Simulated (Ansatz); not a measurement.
# C2H2F2 (vinylidene fluoride): a chain of runs

We compute a series of 14 runs (PBE0-D3(BJ)/STO-3G, UPBE0-D3(BJ)/STO-3G, PBE0-D3(BJ)/3-21G, UPBE0-D3(BJ)/3-21G, PBE0-D3(BJ)/6-31G, UPBE0-D3(BJ)/6-31G, PBE0-D3(BJ)/6-31G*, UPBE0-D3(BJ)/6-31G*, and more) of C2H2F2. 

The results are computed with Ansatz 0.2.0.

## 1. The molecule

C2H2F2 has 6 atoms, charge 0, and is taken as a singlet. As SMILES, `C=C(F)F`. The coordinates come from a PBE0-D4/def2-TZVP relaxation.

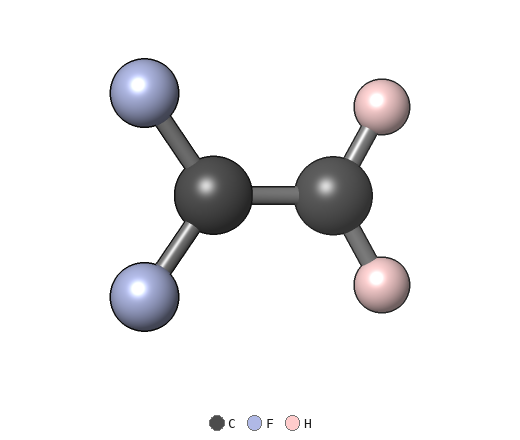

The structure, seen from a chosen angle (carbon dark grey, fluorine light blue, hydrogen pink).

## 2. Energy and gradient at PBE0-D3(BJ)/STO-3G (run 1)

Contents of run.yaml:

```yaml
basis:
  gaussian:
    orbitals: STO-3G
crystal:
  periodic: [false, false, false]
  atoms:
    - {symbol: C, position_ang: [-0.115900, 0.471000, -0.544400]}
    - {symbol: C, position_ang: [0.105000, -0.394600, 0.420100]}
    - {symbol: F, position_ang: [-0.454900, -0.363600, 1.607600]}
    - {symbol: F, position_ang: [0.919200, -1.422100, 0.343000]}
    - {symbol: H, position_ang: [0.394200, 0.360600, -1.488400]}
    - {symbol: H, position_ang: [-0.805600, 1.284800, -0.384200]}
hamiltonian:
  xc: {name: PBE0}
  dispersion: d3bj
output:
  forces: true
  orbitals: {seedname: orbitals}
```

Launch:

```sh
$ ansatz run run.yaml --threads 1 --pin off --max-ram 2610MiB --events-out events.jsonl --progress --plain --runs-dir runs
```

Output:

```text
Warning: RAYON_NUM_THREADS=1 ignored (pool sized by the plan → 1); use --threads N
Functional definition: PBE0
  name "PBE0"
  parameter a = 0.25
  parameter kappa = 0.804
  parameter beta = 0.06672455060314922
  exchange = (1 - a)*pbe_x(kappa = kappa, mu = beta*pi^2/3) + a*exact_x
  correlation = pbe_c(beta = beta)
314 factors; integrals over basis functions are off by at most 3.5e-5 eV
mean field evaluation 1: about -7426.0468 eV, gradient 2.5e1 eV
mean field evaluation 2: about -7424.6161 eV, gradient 3.4e1 eV
mean field evaluation 4: about -7427.8978 eV, gradient 7.1e-1 eV
mean field evaluation 8: about -7427.8844 eV, gradient 4.0e-3 eV
mean field -7427.88438908 eV, -272.9697164978 hartree, gradient 6.0e-5 eV, S^2 0.000000; 0 other end points of the search recorded, 0 dependent functions left out
the calculation of the forces begins
reference -7427.88439914 eV, -272.9697168676 hartree; 16, 16 occupied and 6, 6 virtual orbitals, 314 factors
Total energy: -7427.94328744 eV, -272.9718809726 hartree
Atom 0 at    -0.115900     0.471000    -0.544400 Å, force    -0.318807     1.245685    -1.386585 eV/Å
Atom 1 at     0.105000    -0.394600     0.420100 Å, force    -0.120185     0.471273    -0.525207 eV/Å
Atom 2 at    -0.454900    -0.363600     1.607600 Å, force    -1.519592     0.305355     2.851416 eV/Å
Atom 3 at     0.919200    -1.422100     0.343000 Å, force     2.068943    -2.458669    -0.451589 eV/Å
Atom 4 at     0.394200     0.360600    -1.488400 Å, force     0.091008     0.105837    -0.379048 eV/Å
Atom 5 at    -0.805600     1.284800    -0.384200 Å, force    -0.201366     0.330519    -0.108987 eV/Å
Dipole moment:    -0.001004     0.003891    -0.004347 e Å
```

Wall time 0.65 s (1 thread of Arm Neoverse V2, shared host); peak memory 0.08 GiB.

## 3. The triplet: energy and forces at UPBE0-D3(BJ)/STO-3G (run 2)

Contents of in.yaml:

```yaml
crystal:
  periodic: [false, false, false]
  atoms:
    - {symbol: C, position_ang: [-0.115900, 0.471000, -0.544400]}
    - {symbol: C, position_ang: [0.105000, -0.394600, 0.420100]}
    - {symbol: F, position_ang: [-0.454900, -0.363600, 1.607600]}
    - {symbol: F, position_ang: [0.919200, -1.422100, 0.343000]}
    - {symbol: H, position_ang: [0.394200, 0.360600, -1.488400]}
    - {symbol: H, position_ang: [-0.805600, 1.284800, -0.384200]}
basis:
  gaussian:
    orbitals: STO-3G
hamiltonian:
  xc: pbe0
  dispersion: d3bj
magnetization:
  spin_polarized: true
  initial_magnetization: 2
output:
  forces: true
```

Launch:

```sh
$ ansatz run in.yaml --threads 1 --pin off --max-ram 2610MiB --events-out events.jsonl --progress --plain --runs-dir runs
```

Output, cut to the lines that bear on the results:

```text
Warning: RAYON_NUM_THREADS=1 ignored (pool sized by the plan → 1); use --threads N
Functional definition: PBE0
  name "PBE0"
[...]
314 factors; integrals over basis functions are off by at most 3.5e-5 eV
[...]
mean field -7422.92578753 eV, -272.7874912519 hartree, gradient 2.6e-5 eV, S^2 2.004686; 0 other end points of the search recorded, 0 dependent functions left out
[...]
reference -7422.92579758 eV, -272.7874916212 hartree; 17, 15 occupied and 5, 7 virtual orbitals, 314 factors
Total energy: -7422.98468588 eV, -272.7896557262 hartree
Atom 0 at    -0.115900     0.471000    -0.544400 Å, force    -2.255623     8.836438    -9.844177 eV/Å
Atom 1 at     0.105000    -0.394600     0.420100 Å, force     1.855614    -7.271131     8.101626 eV/Å
Atom 2 at    -0.454900    -0.363600     1.607600 Å, force    -2.029457     0.694998     3.325959 eV/Å
Atom 3 at     0.919200    -1.422100     0.343000 Å, force     2.580798    -2.856174    -0.917355 eV/Å
Atom 4 at     0.394200     0.360600    -1.488400 Å, force     0.062781     0.191595    -0.460902 eV/Å
Atom 5 at    -0.805600     1.284800    -0.384200 Å, force    -0.214112     0.404274    -0.205152 eV/Å
Dipole moment:    -0.021292     0.083393    -0.092928 e Å
```

Run time: 1 s. Hardware: 1 thread of Arm Neoverse V2, shared host; peak memory 0.088 GiB.

Runs 3 to 12 aren't shown in full; the table further down has their settings and results.

## 4. Energy and gradient at PBE0-D3(BJ)/6-311++G(3df,3pd) (run 13)

run.yaml: that of step 2 with these lines changed.

```diff
@@ -1,4 +1 @@
-basis:
-  gaussian:
-    orbitals: STO-3G
 crystal:
@@ -12,2 +9,7 @@
     - {symbol: H, position_ang: [-0.805600, 1.284800, -0.384200]}
+basis:
+  gaussian:
+    orbitals: 6-311++G_3df_3pd_.json
+magnetization:
+  spin_polarized: false
 hamiltonian:
```

The basis set 6-311++G(3df,3pd) is read from a file made from the Basis Set Exchange's data (not shown).

Launch:

```sh
$ ansatz run run.yaml --threads 1 --pin off --max-ram 2610MiB --events-out events.jsonl --progress --plain --runs-dir runs
```

Output, cut to the lines that bear on the results:

```text
Warning: RAYON_NUM_THREADS=1 ignored (pool sized by the plan → 1); use --threads N
Functional definition: PBE0
  name "PBE0"
[...]
918 factors; their error is unknown
[...]
mean field -7534.49561808 eV, -276.8876068999 hartree, gradient 7.8e-6 eV, S^2 0.000000; 0 other end points of the search recorded, 0 dependent functions left out
[...]
reference -7534.49565977 eV, -276.8876084320 hartree; 16, 16 occupied and 176, 176 virtual orbitals, 918 factors
Total energy: -7534.55454807 eV, -276.8897725371 hartree
Atom 0 at    -0.115900     0.471000    -0.544400 Å, force     0.001549    -0.009014     0.011071 eV/Å
Atom 1 at     0.105000    -0.394600     0.420100 Å, force     0.010294    -0.040270     0.044981 eV/Å
Atom 2 at    -0.454900    -0.363600     1.607600 Å, force     0.046586    -0.005760    -0.093489 eV/Å
Atom 3 at     0.919200    -1.422100     0.343000 Å, force    -0.065943     0.081184     0.009710 eV/Å
Atom 4 at     0.394200     0.360600    -1.488400 Å, force    -0.017008     0.003133     0.032582 eV/Å
Atom 5 at    -0.805600     1.284800    -0.384200 Å, force     0.024522    -0.029274    -0.004855 eV/Å
Dipole moment:    -0.043519     0.170478    -0.189972 e Å
```

It took 5.1 s on 1 thread of Arm Neoverse V2, shared host; peak memory 0.34 GiB.

## 5. The triplet: energy and gradient at UPBE0-D3(BJ)/6-311++G(3df,3pd) (run 14)

Contents of job.yaml:

```yaml
basis:
  gaussian: {orbitals: 6-311++G_3df_3pd_.json}
crystal:
  periodic: [false, false, false]
  atoms:
    - symbol: C
      position_ang: [-0.115900, 0.471000, -0.544400]
    - symbol: C
      position_ang: [0.105000, -0.394600, 0.420100]
    - symbol: F
      position_ang: [-0.454900, -0.363600, 1.607600]
    - symbol: F
      position_ang: [0.919200, -1.422100, 0.343000]
    - symbol: H
      position_ang: [0.394200, 0.360600, -1.488400]
    - symbol: H
      position_ang: [-0.805600, 1.284800, -0.384200]
magnetization: {spin_polarized: true, initial_magnetization: 2}
hamiltonian: {xc: pbe0, dispersion: d3bj}
output: {forces: true}
```

The basis set 6-311++G(3df,3pd) is read from a file made from the Basis Set Exchange's data (not shown).

Launch:

```sh
$ ansatz run job.yaml --threads 1 --pin off --max-ram 2610MiB --events-out events.jsonl --progress --plain --runs-dir runs
```

Output, cut to the lines that bear on the results:

```text
Warning: RAYON_NUM_THREADS=1 ignored (pool sized by the plan → 1); use --threads N
Functional definition: PBE0
  name "PBE0"
[...]
918 factors; their error is unknown
[...]
mean field -7529.81957877 eV, -276.7157656247 hartree, gradient 3.2e-5 eV, S^2 2.007698; 0 other end points of the search recorded, 0 dependent functions left out
[...]
reference -7529.81962612 eV, -276.7157673649 hartree; 17, 15 occupied and 175, 177 virtual orbitals, 918 factors
Total energy: -7529.87851442 eV, -276.7179314700 hartree
Atom 0 at    -0.115900     0.471000    -0.544400 Å, force    -1.638824     6.419881    -7.151990 eV/Å
Atom 1 at     0.105000    -0.394600     0.420100 Å, force     1.727092    -6.768025     7.541241 eV/Å
Atom 2 at    -0.454900    -0.363600     1.607600 Å, force    -0.534189     0.485227     0.367929 eV/Å
Atom 3 at     0.919200    -1.422100     0.343000 Å, force     0.487220    -0.301427    -0.572441 eV/Å
Atom 4 at     0.394200     0.360600    -1.488400 Å, force    -0.117365     0.156918    -0.003725 eV/Å
Atom 5 at    -0.805600     1.284800    -0.384200 Å, force     0.076066     0.007426    -0.181012 eV/Å
Dipole moment:    -0.049213     0.192790    -0.214834 e Å
```

It took 8.1 s on 1 thread of Arm Neoverse V2, shared host; peak memory 0.39 GiB.

## 6. Overview of the runs

| run | level | Cartesian functions | partner | energy (Eh) | dipole moment (D) | dispersion energy (kJ/mol) | largest force (eV/Å) | wall time |
| --- | --- | --- | --- | --- | --- | --- | --- | --- |
| 1 | PBE0-D3(BJ)/STO-3G | no | base | -272.971881 | 0.03 | -5.68 | 3.245 | 0.65 s |
| 2 | UPBE0-D3(BJ)/STO-3G | no | triplet | -272.789656 | 0.61 | -5.68 | 13.419 | 1 s |
| 3 | PBE0-D3(BJ)/3-21G | no | base | -275.278240 | 1.12 | -5.68 | 1.771 | 0.77 s |
| 4 | UPBE0-D3(BJ)/3-21G | no | triplet | -275.096911 | 1.81 | -5.68 | 10.405 | 1.4 s |
| 5 | PBE0-D3(BJ)/6-31G | no | base | -276.710630 | 1.53 | -5.68 | 2.453 | 0.91 s |
| 6 | UPBE0-D3(BJ)/6-31G | no | triplet | -276.535824 | 2.04 | -5.68 | 10.692 | 1.8 s |
| 7 | PBE0-D3(BJ)/6-31G* (Cartesian functions) | yes | base | -276.780891 | 0.97 | -5.68 | 0.266 | 1.3 s |
| 8 | UPBE0-D3(BJ)/6-31G* (Cartesian functions) | yes | triplet | -276.603243 | 1.64 | -5.68 | 10.738 | 2.5 s |
| 9 | PBE0-D3(BJ)/6-31+G** (Cartesian functions) | yes | base | -276.801511 | 1.30 | -5.68 | 0.473 | 2 s |
| 10 | UPBE0-D3(BJ)/6-31+G** (Cartesian functions) | yes | triplet | -276.629156 | 1.59 | -5.68 | 10.172 | 3.9 s |
| 11 | PBE0-D3(BJ)/6-311G** | no | base | -276.862492 | 1.12 | -5.68 | 0.104 | 1.5 s |
| 12 | UPBE0-D3(BJ)/6-311G** | no | triplet | -276.686413 | 1.71 | -5.68 | 10.464 | 2.4 s |
| 13 | PBE0-D3(BJ)/6-311++G(3df,3pd) | no | base | -276.889773 | 1.24 | -5.68 | 0.105 | 5.1 s |
| 14 | UPBE0-D3(BJ)/6-311++G(3df,3pd) | no | triplet | -276.717931 | 1.41 | -5.68 | 10.279 | 8.1 s |

## 7. Results

| quantity | value |
| --- | --- |
| triplet, run 14: total energy | -276.71793 Eh |
| triplet, run 14: dipole moment | 1.41 D |
| triplet, run 14: dispersion energy | -5.68 kJ/mol |
| triplet, run 14: ⟨S²⟩ | 2.008 |
| triplet, run 14: largest force on an atom | 10.279 eV/Å |
| vertical energy of the triplet above the singlet, PBE0-D3(BJ)/STO-3G | 4.959 eV |
| vertical energy of the triplet above the singlet, PBE0-D3(BJ)/3-21G | 4.934 eV |
| vertical energy of the triplet above the singlet, PBE0-D3(BJ)/6-31G | 4.757 eV |
| vertical energy of the triplet above the singlet, PBE0-D3(BJ)/6-31G* | 4.834 eV |
| vertical energy of the triplet above the singlet, PBE0-D3(BJ)/6-31+G** | 4.690 eV |
| vertical energy of the triplet above the singlet, PBE0-D3(BJ)/6-311G** | 4.791 eV |
| vertical energy of the triplet above the singlet, PBE0-D3(BJ)/6-311++G(3df,3pd) | 4.676 eV |

At PBE0-D3(BJ)/STO-3G: at this shape the triplet lies 4.96 eV (114 kcal/mol) above the singlet. In a minimal basis such a difference can be off by several eV, whatever the method. At PBE0-D3(BJ)/3-21G: at this shape the triplet lies 4.93 eV (114 kcal/mol) above the singlet. At PBE0-D3(BJ)/6-31G: at this shape the triplet lies 4.76 eV (110 kcal/mol) above the singlet. At PBE0-D3(BJ)/6-31G*: at this shape the triplet lies 4.83 eV (111 kcal/mol) above the singlet. At PBE0-D3(BJ)/6-31+G**: at this shape the triplet lies 4.69 eV (453 kJ/mol) above the singlet. Over runs 2, 4, 6, 8, 10, 12, 14 the dipole moment (its size) runs from 0.61 D (UPBE0-D3(BJ)/STO-3G) to 2.04 D (UPBE0-D3(BJ)/6-31G). In runs 1, 2 the basis is minimal, so the values are rough. All runs together took 33 s, the longest 8.1 s.
